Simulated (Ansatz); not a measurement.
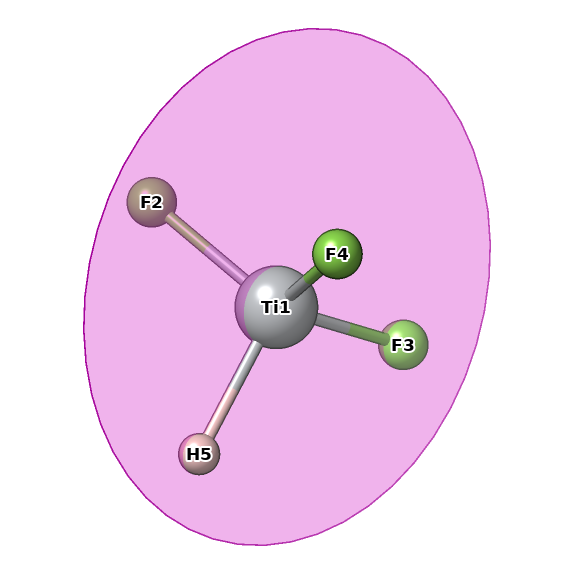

A disc through the centre of mass is drawn in. Depth is shown by fading: the farther an atom, the more it takes the colour of the background. The species is neutral and a spin singlet. The computed structure is the end point of a PBE0-D4/def2-TZVP optimisation.

### Is the plane of the disc a mirror plane of the structure?

Yes. The reflection leaves Ti1, F3, H5 in place and moves F2 ↔ F4. The point group is C3v.
